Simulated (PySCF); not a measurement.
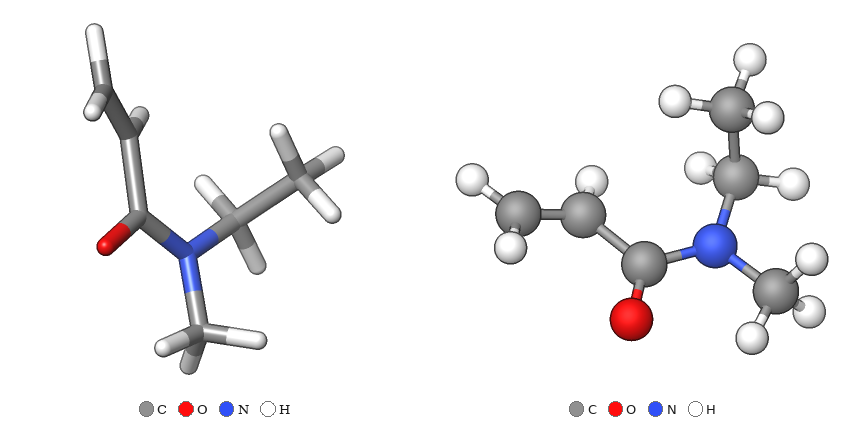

The same structure drawn twice, from different directions.

Computed geometry: GFN2-xTB optimisation. No frequency run is at hand to confirm it as a minimum.

**Give the formula.**

C6H11NO, 19 atoms: 6 carbon, 11 hydrogen, 1 nitrogen and 1 oxygen.

**Name some functional groups or characteristic bonds that it holds.**

Among them: amide, alkene.

The parts below concern this one geometry. Atoms keep their numbers from picture to picture.

Geometry

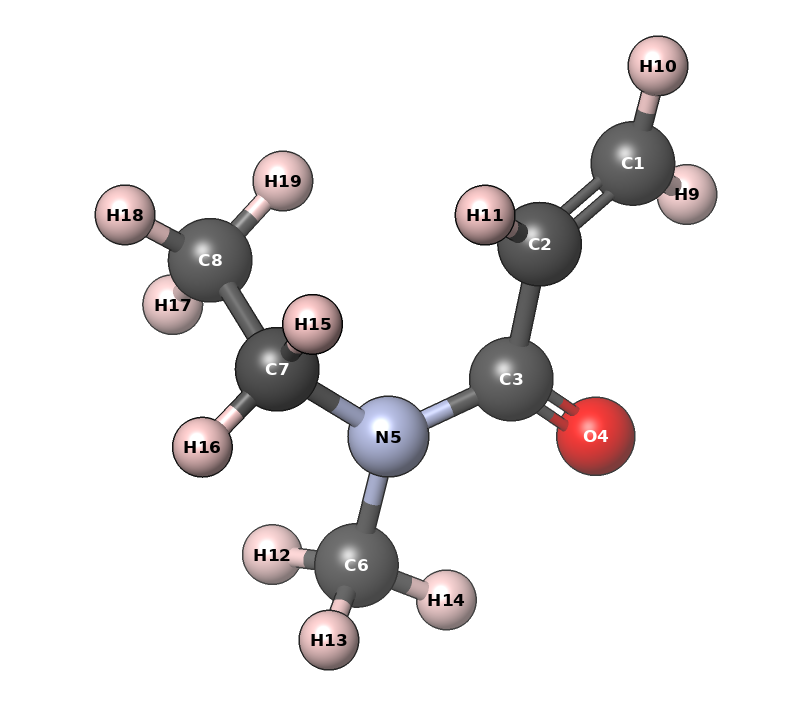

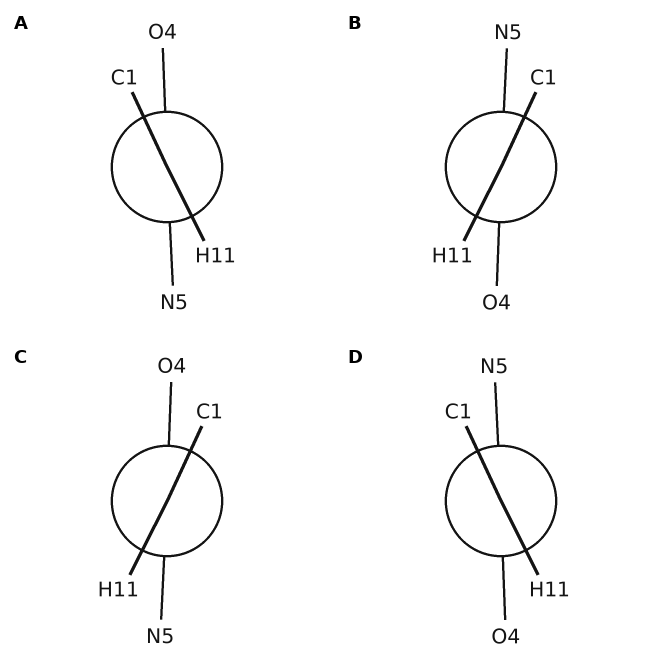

Atoms fade into the background with distance from the viewer. Bonds that would overlap in a projection are set slightly apart. No frequency run is at hand to confirm it as a minimum.

**Which Newman projection shows the view along C2–C3, with C2 in front?**

A. The torsion angle C1–C2–C3–O4 is 23°, synperiplanar.

Dipole moment

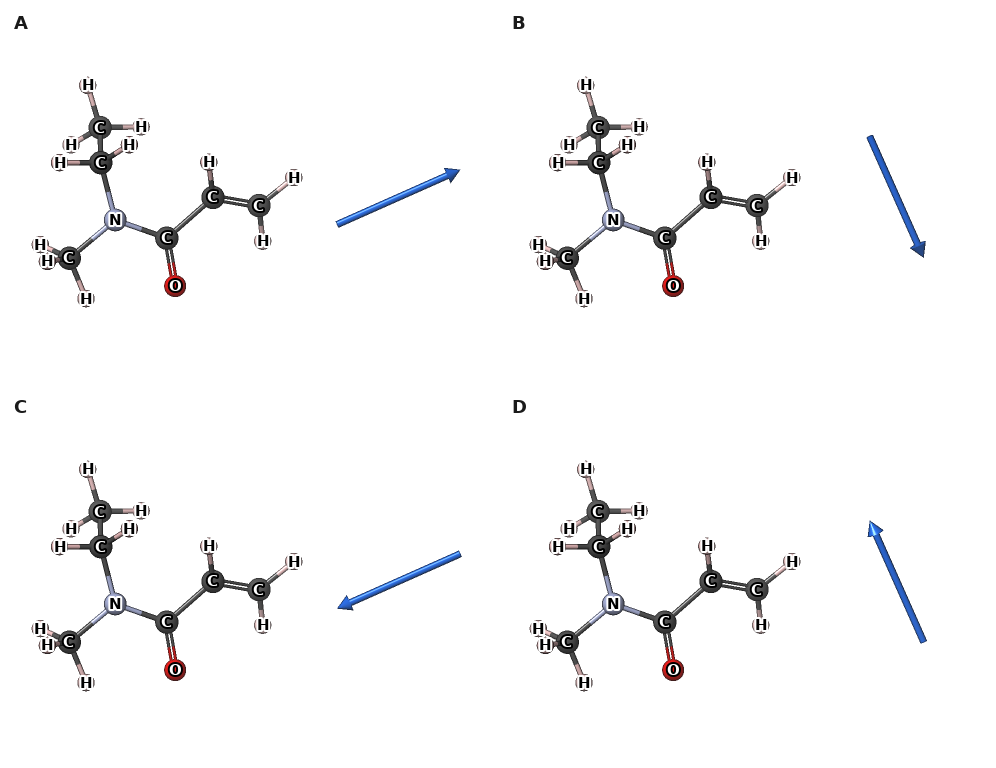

The same molecule four times, each with an arrow. No frequency run is at hand to confirm it as a minimum. Properties computed with PBE0/pcSseg-1, gas phase (PySCF 2.14.0).

**Which arrow points along the dipole moment, from the negative to the positive end?**

D. The dipole moment is 3.77 D.

NMR shielding

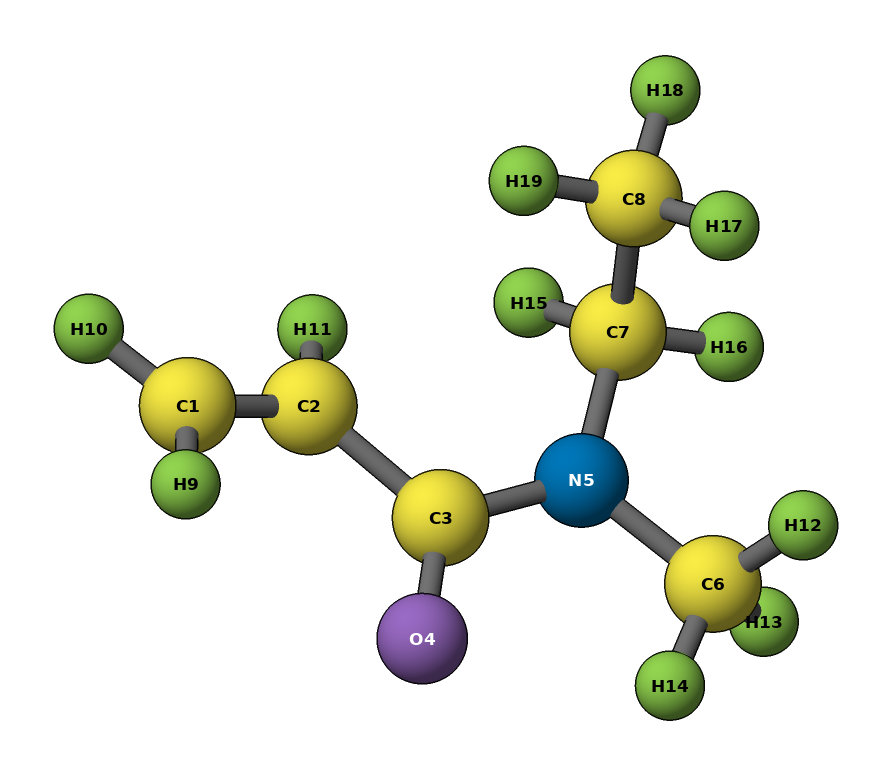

No frequency run is at hand to confirm it as a minimum. Method: GIAO PBE0/pcSseg-1 NMR shielding, non-relativistic, gas phase (PySCF 2.14.0). Principal shieldings σ11 ≤ σ22 ≤ σ33, span Ω = σ33 − σ11, skew κ = 3(σiso − σ22)/Ω.

Give the shielding tensors of the N atoms.

```csv
atom,σ11,σ22,σ33,σiso,Ω,κ
N5,37.9,165.8,205.5,136.4,167.5,−0.53
```

Shieldings and span in ppm.

Polarisability

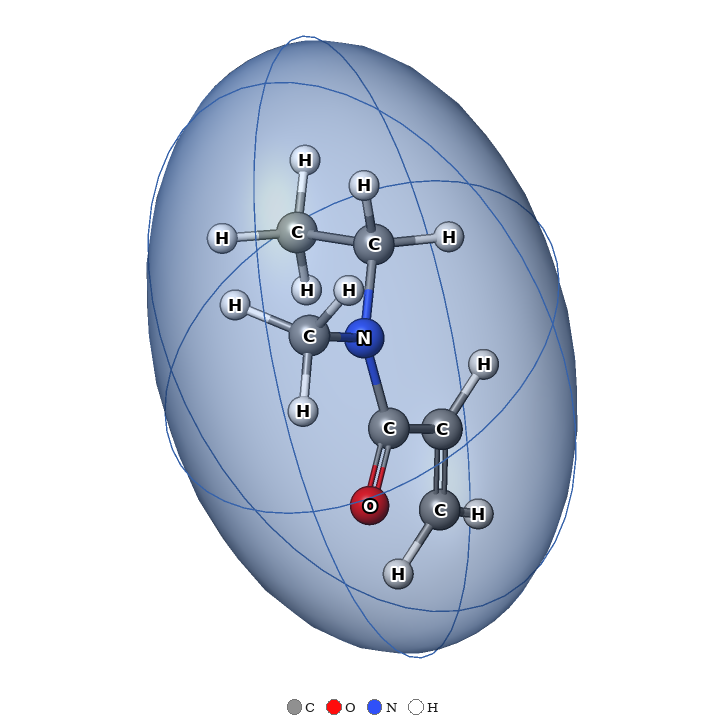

The ellipsoid shows the static dipole polarisability: its half-axes are proportional to the principal values. No frequency run is at hand to confirm it as a minimum. Method: PBE0/def2-SVPD (PySCF 2.14.0).

**Give the principal values, the mean and the anisotropy.**

Principal values 64.6, 84.5, 108.3 bohr³; mean 85.8 bohr³ (12.72 Å³); anisotropy 37.9 bohr³, so the longest axis is 1.68 times the shortest.
